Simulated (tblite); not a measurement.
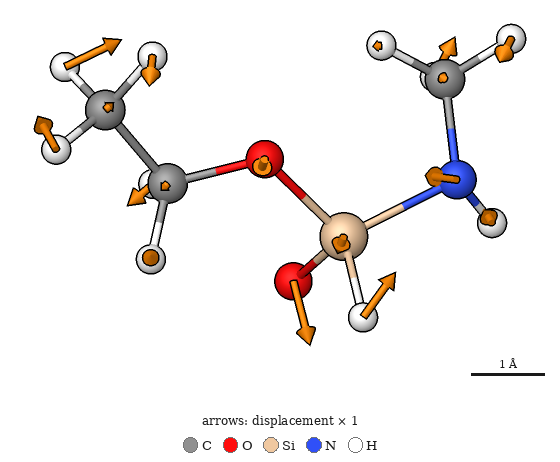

A relaxation of C3H10NO2Si (multiplicity 2). The starting structure is drawn; orange arrows show the displacements, at their true length. The two geometries are superimposed by the best rigid fit.

Style: ball-and-stick. Shown at a tilt.

These are results of GFN2-xTB geometry optimisation, gas phase in tblite 0.8.0, not measurements. 

What happened in the run?

Answer. The atom that moves furthest after the best rigid fit is an O atom (1.01 Å). By element the largest moves are O 1.01 Å, H 0.88 Å, N 0.76 Å, Si 0.37 Å, C 0.17 Å. Some distances before and after: O–Si 1.713 → 1.523 Å, O–Si 1.705 → 1.638 Å, H–N 1.046 → 1.008 Å, C–H 1.124 → 1.088 Å. Among the angles between lasting bonds that change: Si–N–C 112.2° → 127.3°, O–Si–O 110.1° → 125.2°, N–Si–H 107.8° → 93.4°. Groups turn about C–C by about 55°. Over 101 geometry steps the energy falls by 29.5 kcal/mol.
